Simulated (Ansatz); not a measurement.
# BNH2F (SMILES N[B]F) at U-r2SCAN0/STO-3G

What is the electronic atomisation energy of BNH2F at U-r2SCAN0/STO-3G? 

The results are computed with Ansatz 0.2.0.

78 further runs of the same task are left out: 78 set aside as unsound or not needed.

### Step 1. The molecule

The species is BNH2F (5 atoms), meant as a doublet with charge 0. As SMILES, `N[B]F`. The coordinates come from a PBE0-D4/def2-TZVP relaxation. This is one conformer, not always the lowest.

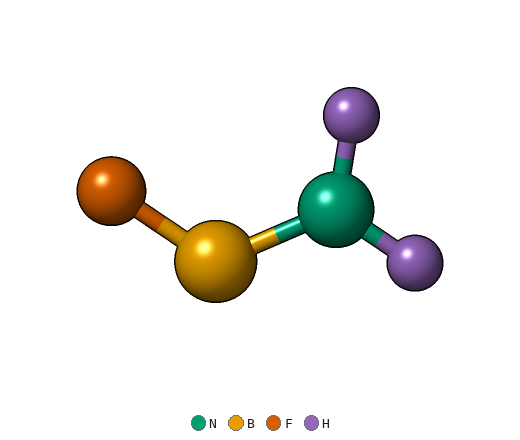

Viewed from a chosen angle; nitrogen teal, boron amber, fluorine orange, hydrogen purple.

### Step 2. The energy at U-r2SCAN0/STO-3G

input.yaml reads:

```yaml
basis:
  gaussian:
    orbitals: STO-3G
crystal:
  periodic: [false, false, false]
  atoms:
    - symbol: "N"
      position_ang: [-0.315200, 0.284600, -0.298300]
    - symbol: B
      position_ang: [0.256800, -0.904700, 0.119300]
    - symbol: F
      position_ang: [1.186500, -0.957100, 1.060600]
    - symbol: H
      position_ang: [-1.019600, 0.322000, -1.012000]
    - symbol: H
      position_ang: [-0.058500, 1.181700, 0.088900]
accuracy: high
hamiltonian:
  xc: {name: r2SCAN0}
magnetization:
  spin_polarized: true
  initial_magnetization: 1
```

Run with:

```sh
$ ansatz run input.yaml --threads 1 --pin off --max-ram 2610MiB --events-out events.jsonl --progress --plain --runs-dir runs
```

Output:

```text
Warning: RAYON_NUM_THREADS=1 ignored (pool sized by the plan → 1); use --threads N
Functional definition: r2SCAN0
  name "r2SCAN0"
  parameter a = 0.25
  parameter k0 = 0.174
  parameter k1 = 0.065
  parameter a1 = 4.9479
  exchange = (1 - a)*r2scan_x(k0 = k0, k1 = k1, a1 = a1) + a*exact_x
  correlation = r2scan_c
295 factors; integrals over basis functions are off by at most 4.6e-8 eV
mean field evaluation 1: about -4845.3591 eV, gradient 8.6e0 eV
mean field evaluation 2: about -4845.6806 eV, gradient 6.7e0 eV
mean field evaluation 4: about -4845.9445 eV, gradient 4.2e-1 eV
mean field evaluation 8: about -4845.9250 eV, gradient 9.5e-3 eV
mean field evaluation 16: about -4845.9250 eV, gradient 1.9e-6 eV
mean field -4845.92495231 eV, -178.0844573114 hartree, gradient 1.7e-8 eV, S^2 0.753792; 0 other end points of the search recorded, 0 dependent functions left out
reference -4845.92495286 eV, -178.0844573315 hartree; 12, 11 occupied and 5, 6 virtual orbitals, 295 factors
Total energy: -4845.92495286 eV, -178.0844573315 hartree
```

It took 3.3 s on 1 thread of Arm Neoverse V2, shared host; peak memory 0.21 GiB.

### Step 3. The B atom at the same level

run.yaml reads:

```yaml
crystal:
  periodic: [false, false, false]
  atoms:
    - {symbol: B, position_ang: [0.000000, 0.000000, 0.000000]}
basis:
  gaussian:
    orbitals: STO-3G
hamiltonian:
  xc: {name: r2SCAN0}
accuracy: high
magnetization:
  spin_polarized: true
  initial_magnetization: 1
```

Run the same way, it converges to -24.25616 Eh (log not shown).

### Step 4. The F atom at the same level

run.yaml reads:

```yaml
crystal:
  periodic: [false, false, false]
  atoms:
    - {symbol: F, position_ang: [0.000000, 0.000000, 0.000000]}
basis:
  gaussian:
    orbitals: STO-3G
magnetization:
  spin_polarized: true
  initial_magnetization: 1
hamiltonian:
  xc: {name: r2SCAN0}
accuracy: high
```

Run with:

```sh
$ ansatz run run.yaml --threads 1 --pin off --max-ram 2610MiB --events-out events.jsonl --progress --plain --runs-dir runs
```

Output (excerpt; [...] marks lines left out):

```text
Warning: RAYON_NUM_THREADS=1 ignored (pool sized by the plan → 1); use --threads N
[... 8 set-up lines as earlier in the session ...]
15 factors; integrals over basis functions are off by at most 1.2e-9 eV
mean field evaluation 1: about -2673.8360 eV, gradient 5.7e-11 eV
mean field evaluation 2: about -2673.8310 eV, gradient 2.4e-10 eV
mean field -2673.83099676 eV, -98.2614767433 hartree, gradient 0.0e0 eV, S^2 0.750000; 0 other end points of the search recorded, 0 dependent functions left out
reference -2673.83099681 eV, -98.2614767448 hartree; 5, 4 occupied and 0, 1 virtual orbitals, 15 factors
Total energy: -2673.83099681 eV, -98.2614767448 hartree
```

Run time: 0.49 s. Hardware: 1 thread of Arm Neoverse V2, shared host; peak memory 0.096 GiB.

### Step 5. The H atom

run.yaml reads:

```yaml
crystal:
  periodic: [false, false, false]
  atoms:
    - {symbol: H, position_ang: [0.000000, 0.000000, 0.000000]}
basis:
  gaussian:
    orbitals: STO-3G
hamiltonian:
  xc: {name: r2SCAN0}
magnetization:
  spin_polarized: true
  initial_magnetization: 1
accuracy: high
```

Run the same way, it converges to -0.46649 Eh (log not shown).

### Step 6. The N atom

run.yaml reads:

```yaml
crystal:
  periodic: [false, false, false]
  atoms:
    - symbol: N
      position_ang: [0.000000, 0.000000, 0.000000]
basis:
  gaussian:
    orbitals: STO-3G
hamiltonian:
  xc: {name: r2SCAN0}
accuracy: high
magnetization:
  spin_polarized: true
  initial_magnetization: 3
```

Run the same way, it converges to -53.88331 Eh (log not shown).

### Step 7. Outcome

Level: U-r2SCAN0/STO-3G.

```
                     quantity          value
       molecule: total energy  -178.08446 Eh
               molecule: ⟨S²⟩          0.754
         B atom: total energy   -24.25616 Eh
                 B atom: ⟨S²⟩          0.750
         F atom: total energy   -98.26148 Eh
                 F atom: ⟨S²⟩          0.750
         H atom: total energy    -0.46649 Eh
                 H atom: ⟨S²⟩          0.750
         N atom: total energy   -53.88331 Eh
                 N atom: ⟨S²⟩          3.750
electronic atomisation energy      20.423 eV
```

**Reading.** Taking the molecule apart into free atoms costs 20.42 eV (471 kcal/mol), before zero-point energy and without spin-orbit coupling. In a minimal basis such a difference can be off by several eV, whatever the method.
